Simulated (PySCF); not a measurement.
# GeH4, SMILES `[GeH4]`: electronic structure

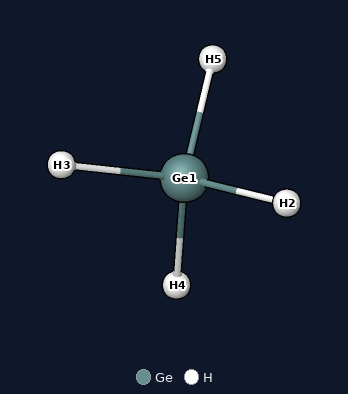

The molecule, with its atoms numbered as below. No frequency check shows the geometry to be a minimum.

Geometry (Å), atoms numbered from 1:

```
Ge1      0.0000    0.0000    0.0000
H2       1.1979   -0.1755    0.8557
H3      -1.1979    0.1755    0.8557
H4      -0.1756   -1.1976   -0.8560
H5       0.1756    1.1977   -0.8560
```

### 1. Bonding charge

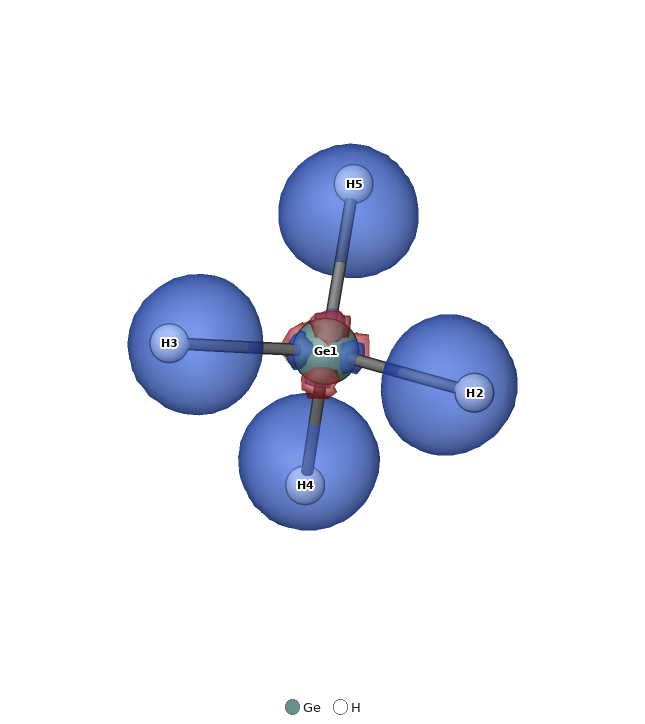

Deformation density (molecule less spherical, spin-averaged free atoms at the same positions), surfaces at ±0.12 e/Å³; blue: gain, red: loss.

Method: PBE/def2-SVPD; geometry: GFN2-xTB; program: PySCF.

> Describe the bonding that the map shows.

Ge1–H2, Ge1–H3, Ge1–H4 and Ge1–H5: +0.25 e/Å³ at the bond critical point (bond length 1.48 Å). In all, 0.9 electrons gather in the regions of gain relative to the promolecule.

> Where do the Hirshfeld charges lie?

The highest Hirshfeld charge is on Ge1 (+0.25 e), the lowest on H2, H3, H4 and H5 (−0.06 e).

```tsv
atom	charge (e)
Ge1	+0.25
H2	−0.06
H3	−0.06
H4	−0.06
H5	−0.06
```

### 2. Bond critical points

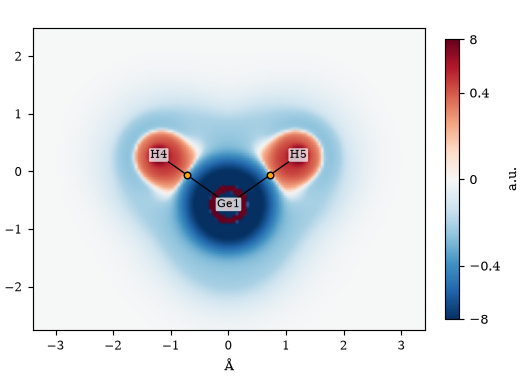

Negative Laplacian of the density (−∇²ρ) in the plane of Ge1, H4 and H5 (red positive, blue negative, colour scale in a.u., logarithmic beyond ±0.04), with bond paths and bond critical points (dots).

> At which bond critical points in this plane is charge locally concentrated, and at which depleted?

At none is it concentrated. Depleted (∇²ρ > 0): Ge1–H4 and Ge1–H5 (+0.08 a.u., H = −0.090).

> Where along Ge1–H4 does the critical point lie?

0.88 Å from Ge1 and 0.60 Å from H4.

### 3. Local ionisation energy

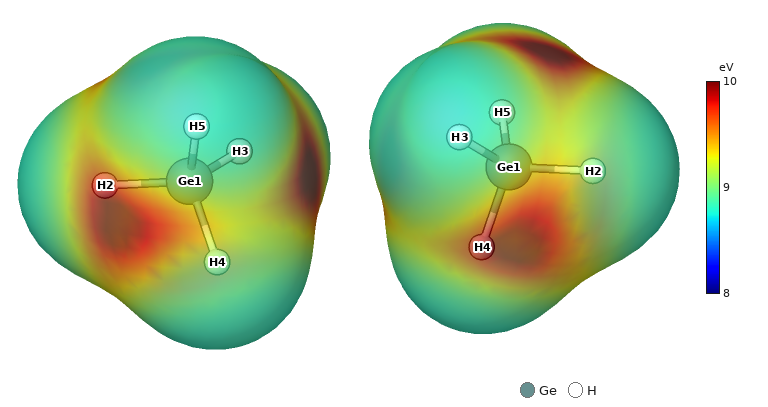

Average local ionisation energy on the surface of electron density 0.001 a.u. (back view left, front view right).

> Where are the most loosely bound electrons on this surface?

The lowest value is 8.8 eV, 1.5 Å from H5, and at like points elsewhere. For comparison, the highest occupied orbital lies at −8.4 eV.

> What volume does the surface enclose, and what is the dipole moment?

About 64 Å³; the dipole moment is 0.0 D.

### 4. Localised orbitals

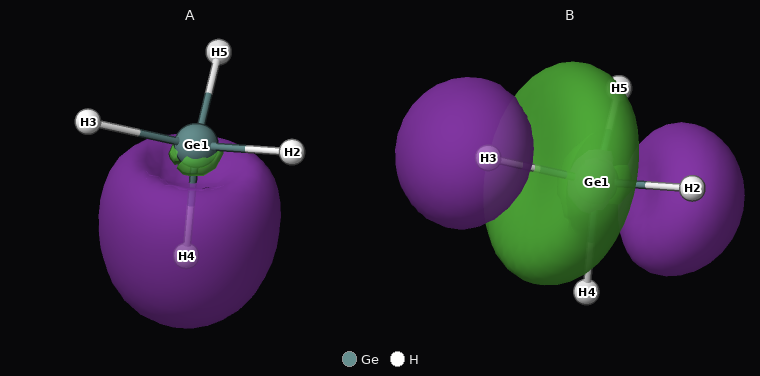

Intrinsic bond orbitals (IBO), occupied and valence-virtual; each surface holds about 70 % of the orbital's density. Energies are diagonal elements of the Fock matrix.

Level of theory: B3LYP/def2-SVPD (PySCF), at a geometry from GFN2-xTB.

> What does each orbital represent in a Lewis picture?

By panel:
- A: σ bond H4–Ge1 (H4 54 %, Ge1 46 %; −11.2 eV)
- B: σ* orbital Ge1–H3 (Ge1 55 %, H3 45 %; 4.6 eV)

### 5. Stretching a bond

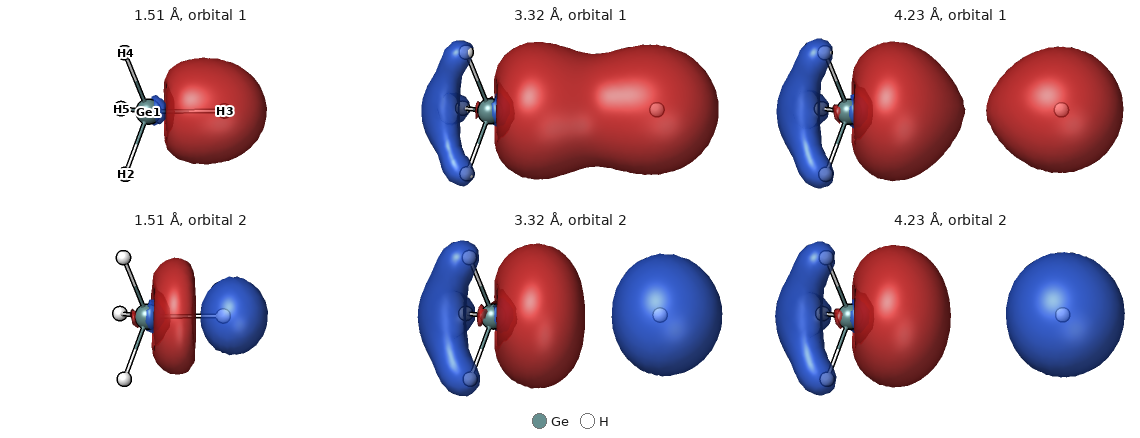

Rigid stretch of the Ge1–H3 bond. The two CASSCF(2,2) natural orbitals nearest half filling (orbital 1 the more occupied).

Level of theory: def2-SVP basis (PySCF), at a geometry from GFN2-xTB.

> How do the occupations change along the stretch?

1.51 Å: 1.98 and 0.02; 3.32 Å: 1.45 and 0.55; 4.23 Å: 1.15 and 0.85. At the longest distance computed (4.23 Å) they are 1.15 and 0.85, and the effective number of unpaired electrons is 1.9.

> Where does the UHF solution part from RHF?

Between 2.04 Å (⟨S²⟩ = 0, the two coincide) and 2.34 Å (⟨S²⟩ = 0.35); at 4.23 Å ⟨S²⟩ is 1.00 and UHF lies 3.6 eV below RHF.

> How much energy does the stretch cost?

By CASSCF, 3.4 eV from the lowest point of the scan (1.51 Å) to 4.23 Å; RHF gives 6.6 eV from its own lowest point. The fragments aren't relaxed and dynamic correlation is missing, so this isn't a bond dissociation energy.

The PySCF runs shown took 6 s, 4.1 s and 31 s on 1 thread of Intel(R) Xeon(R) Platinum 8259CL CPU @ 2.50GHz (Skylake/Cascade Lake), with other jobs on the host.
